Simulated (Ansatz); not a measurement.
# C4H11B: a few dozen steps of dynamics

What does C4H11B do in its first 50 fs with a Nosé-Hoover thermostat, with the temperature set to 300 K?

Method: PBE/6-31G* with D4 dispersion; program: Ansatz 0.2.0, Gaussian basis.

## Step 1: Structure used throughout

The structure was relaxed beforehand with PBE0-D4 in a triple-zeta def2 set.

16 atoms, charge 0, spin multiplicity 1.

Atoms are counted from 1 here; the program's logs count them from 0.

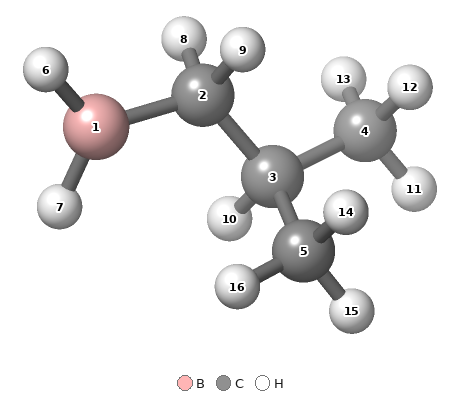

The geometry (boron pink, carbon grey, hydrogen white); atoms are numbered from 1 in the order of the file.

## Step 2: The run

in.yaml reads:

```yaml
crystal:
  periodic: [false, false, false]
  atoms:
    - {symbol: B, position_ang: [-0.366311, 1.900103, 1.160509]}
    - {symbol: C, position_ang: [0.202388, 0.471603, 0.979902]}
    - {symbol: C, position_ang: [0.260715, -0.116740, -0.427075]}
    - {symbol: C, position_ang: [1.082482, -1.396379, -0.469761]}
    - {symbol: C, position_ang: [-1.144903, -0.356793, -0.959088]}
    - {symbol: H, position_ang: [-0.629181, 2.312168, 2.254981]}
    - {symbol: H, position_ang: [-0.491829, 2.645378, 0.227880]}
    - {symbol: H, position_ang: [1.228714, 0.590284, 1.382761]}
    - {symbol: H, position_ang: [-0.256492, -0.238623, 1.681863]}
    - {symbol: H, position_ang: [0.744236, 0.623593, -1.077293]}
    - {symbol: H, position_ang: [1.134341, -1.805208, -1.482412]}
    - {symbol: H, position_ang: [0.637873, -2.161868, 0.174644]}
    - {symbol: H, position_ang: [2.105226, -1.225363, -0.123259]}
    - {symbol: H, position_ang: [-1.675729, -1.081004, -0.332107]}
    - {symbol: H, position_ang: [-1.125312, -0.751442, -1.978079]}
    - {symbol: H, position_ang: [-1.729215, 0.567691, -0.969166]}
basis:
  gaussian: {orbitals: "6-31G*"}
hamiltonian: {xc: {name: PBE}, dispersion: d4}
md: {timestep: 1 fs, n_steps: 50, ensemble: nvt_nose_hoover, temperature: 300, initial_velocities: maxwell_boltzmann, seed: 354}
```

Launch:

```
$ ansatz run in.yaml --threads 4 --pin off --events-out ev --progress --plain --max-ram 10444MiB
```

What it wrote, shortened:

```text
Functional definition: PBE
  name "PBE"
  cite "Perdew, Burke & Ernzerhof, Phys. Rev. Lett. 77, 3865 (1996) doi:10.1103/PhysRevLett.77.3865"
  parent pbe
[...]
1301 factors; their error is unknown
[...]
mean field -4995.63793001 eV, -183.5863077630 hartree, gradient 1.2e-5 eV, S^2 0.000000; 0 other end points of the search recorded, 0 dependent functions left out
[...]
reference -4995.63795722 eV, -183.5863087628 hartree; 20, 20 occupied and 77, 77 virtual orbitals, 1301 factors
md step     0: t =     0.00 fs  T =   300.0 K  F+E_penalty+E_count = -4995.93361728 eV  E_kin = 0.542892 eV  conserved = -4995.39072528 eV  (28 SCF iters)
[...]
md step    12: t =    12.00 fs  T =   208.8 K  F+E_penalty+E_count = -4995.75873934 eV  E_kin = 0.377830 eV  conserved = -4995.38260106 eV  (29 SCF iters, 3 dispersion substeps)
[...]
md step    24: t =    24.00 fs  T =   138.6 K  F+E_penalty+E_count = -4995.61623284 eV  E_kin = 0.250809 eV  conserved = -4995.37296355 eV  (29 SCF iters, 3 dispersion substeps)
[...]
md step    36: t =    36.00 fs  T =   173.3 K  F+E_penalty+E_count = -4995.67447772 eV  E_kin = 0.313624 eV  conserved = -4995.37794955 eV  (29 SCF iters, 3 dispersion substeps)
[...]
md step    48: t =    48.00 fs  T =   195.8 K  F+E_penalty+E_count = -4995.70693016 eV  E_kin = 0.354265 eV  conserved = -4995.38501658 eV  (29 SCF iters, 3 dispersion substeps)
[...]
Total energy: -4995.56282871 eV, -183.5835478410 hartree
Atom 0 at    -0.367214     1.896796     1.176860 Å, force    -0.263169    -0.471350     0.454591 eV/Å
Atom 1 at     0.235307     0.501459     0.974986 Å, force    -0.027859    -0.990431     0.346656 eV/Å
Atom 2 at     0.271601    -0.104364    -0.429997 Å, force     0.344869     0.706122    -0.775508 eV/Å
Atom 3 at     1.078845    -1.403403    -0.454119 Å, force     1.119587    -0.291488     1.281813 eV/Å
Atom 4 at    -1.170281    -0.355882    -0.998068 Å, force     0.695751    -0.728954    -0.094567 eV/Å
Atom 5 at    -0.382070     2.300248     2.285279 Å, force    -0.021344     0.463805     0.633054 eV/Å
Atom 6 at    -0.834058     2.541900     0.318309 Å, force    -0.236453     0.584687    -0.728969 eV/Å
Atom 7 at     1.240960     0.598457     1.496407 Å, force    -0.382522    -0.384326    -0.499027 eV/Å
Atom 8 at    -0.309861    -0.287750     1.585552 Å, force     0.336698     0.763204     0.168418 eV/Å
Atom 9 at     0.756186     0.653926    -1.125042 Å, force    -0.282765    -0.580500     0.401044 eV/Å
Atom 10 at     1.123359    -1.815698    -1.462701 Å, force     0.013384    -0.365662    -0.299619 eV/Å
Atom 11 at     0.594640    -2.128211     0.247485 Å, force     0.003849     0.020227    -0.482997 eV/Å
Atom 12 at     2.167054    -1.356668    -0.042779 Å, force    -1.416048     0.425186    -0.693016 eV/Å
Atom 13 at    -1.736306    -1.103240    -0.410845 Å, force     0.257223    -0.115236     0.362493 eV/Å
Atom 14 at    -1.039814    -0.882956    -2.007663 Å, force    -0.536092     1.223779     0.705251 eV/Å
Atom 15 at    -1.803998     0.560676    -0.928073 Å, force     0.394892    -0.259063    -0.779617 eV/Å
Dipole moment:     0.065425    -0.136599    -0.008337 e Å
```

It took 57 s on 4 threads of Arm Neoverse V1, shared host.

## Step 3: Frames and traces

One row in 4; energies are counted from the first frame:

```tsv
time (fs)	T (K)	potential (meV)	conserved (meV)	C4–H13 (Å)
0.0	300	0.0	0.00	1.093
4.0	154	274.2	9.07	1.083
8.0	86	403.2	16.35	1.173
12.0	209	174.9	8.12	1.058
16.0	173	239.5	7.13	1.119
20.0	148	292.0	12.86	1.153
24.0	139	317.4	17.76	1.042
28.0	125	338.0	10.93	1.160
32.0	191	215.5	6.34	1.123
36.0	173	259.1	12.78	1.054
40.0	118	365.8	15.62	1.176
44.0	224	167.9	4.72	1.080
48.0	196	226.7	5.71	1.093
```

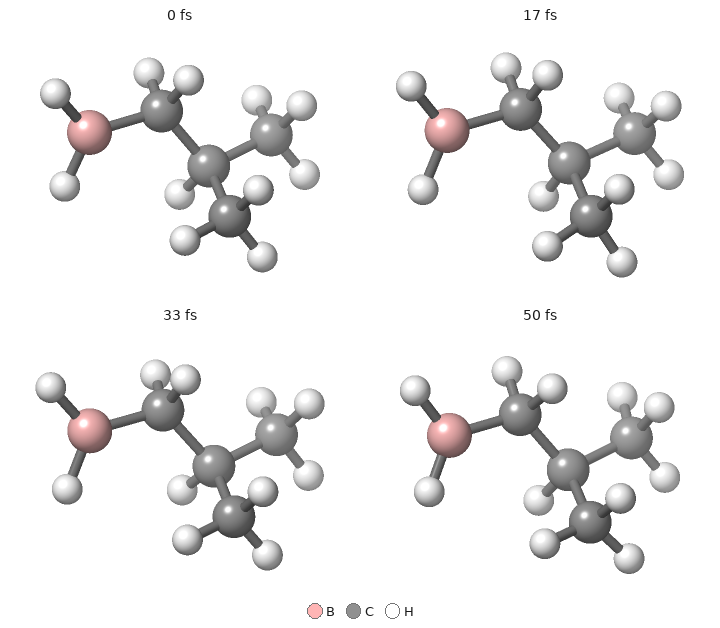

Four frames; sticks are those of the first frame.

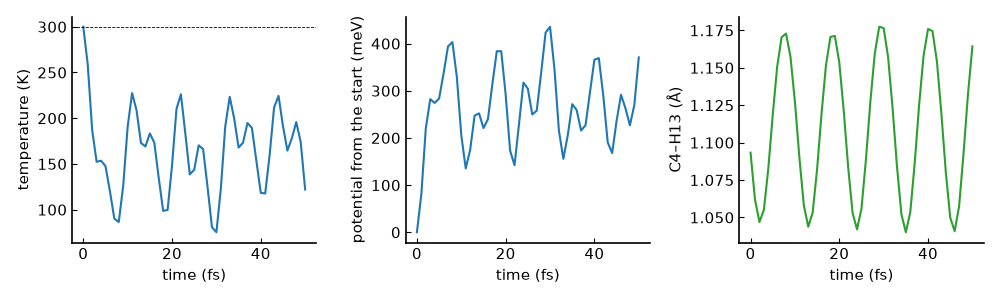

Temperature (the set value dashed), potential energy and the bond that swings most.

Positions (Å) and forces (eV/Å) at 50.0 fs:

```xyz
16

B    -0.367    1.897    1.177   -0.263   -0.471    0.455
C     0.235    0.501    0.975   -0.028   -0.990    0.347
C     0.272   -0.104   -0.430    0.345    0.706   -0.776
C     1.079   -1.403   -0.454    1.120   -0.291    1.282
C    -1.170   -0.356   -0.998    0.696   -0.729   -0.095
H    -0.382    2.300    2.285   -0.021    0.464    0.633
H    -0.834    2.542    0.318   -0.236    0.585   -0.729
H     1.241    0.598    1.496   -0.383   -0.384   -0.499
H    -0.310   -0.288    1.586    0.337    0.763    0.168
H     0.756    0.654   -1.125   -0.283   -0.581    0.401
H     1.123   -1.816   -1.463    0.013   -0.366   -0.300
H     0.595   -2.128    0.247    0.004    0.020   -0.483
H     2.167   -1.357   -0.043   -1.416    0.425   -0.693
H    -1.736   -1.103   -0.411    0.257   -0.115    0.362
H    -1.040   -0.883   -2.008   -0.536    1.224    0.705
H    -1.804    0.561   -0.928    0.395   -0.259   -0.780
```

## Step 4: Results

| quantity | value |
| --- | --- |
| length | 50 steps of 1.0 fs |
| temperature, first and last frame | 300, 122 K |
| temperature, second half | mean 163 K, from 75 to 224 K |
| swing of the potential | 436 meV |
| largest change of the conserved energy | 17.99 meV |
| range of C4–H13 | 1.040 to 1.177 Å |

**Reading.** From 300 K at the start the temperature swings between 75 and 300 K: with 16 atoms it has no steady value yet; starting near a minimum, about half of the kinetic energy flows into the potential. The conserved energy moves by 17.99 meV, 4.1 % of the potential's swing. C4–H13 swings most, by 0.14 Å; no bond breaks. A run of 50 fs gives no averages.
